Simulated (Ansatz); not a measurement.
```
Cd Se
1.0
   -10.11515    0.00000   -0.00569
     0.00000    7.70755    0.00000
     3.64191    0.00000   -5.14335
Cd Se
4 10
Direct
  0.51253 0.25856 0.55515
  0.01253 0.75856 0.55515
  0.51253 0.74144 0.55515
  0.01253 0.24144 0.55515
  0.82011 0.00000 0.17177
  0.32011 0.50000 0.17177
  0.80713 0.50000 0.50413
  0.30713 0.00000 0.50413
  0.66757 0.00000 0.47632
  0.16757 0.50000 0.47632
  0.75625 0.50000 0.83229
  0.25625 0.00000 0.83229
  0.92322 0.00000 0.90281
  0.42322 0.50000 0.90281
```

Space group Cm; a generated structure, not necessarily the stable one; changed on purpose from its base cell (volume × 1.06, shape and atoms relaxed).

Level of theory: Ansatz 0.2.0, DFT PBE, scalar-relativistic, plane waves, PAW.

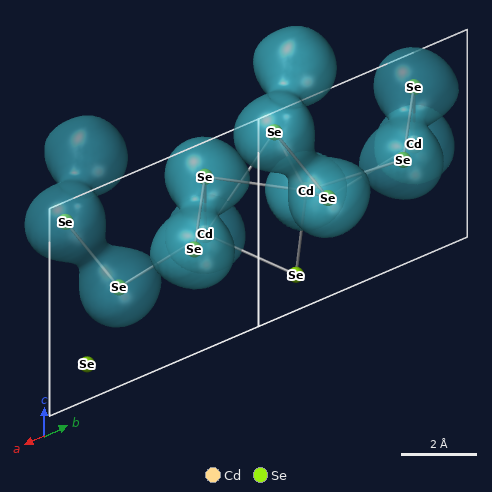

Cd2Se5. Isosurface of the valence pseudo-density at 0.4 e/Å³ (cyan), seen along [110]. Sticks mark near contacts.

Question: How is the density connected at this value?

Answer: At this value the density breaks into separate islands; it holds about 85 % of the electrons treated as valence (semicore included). It bridges the sampled Se–Se (2.40 Å) and Se–Se (2.45 Å) contacts, where the density stays above the isovalue. It is pinched off along the sampled Cd–Se (2.75 Å) contacts. On the grid the lowest density along these lines, outside the cores, is 0.62 e/Å³ (Se–Se, 2.40 Å), 0.31 e/Å³ (Cd–Se, 2.75 Å) and 0.57 e/Å³ (Se–Se, 2.45 Å).
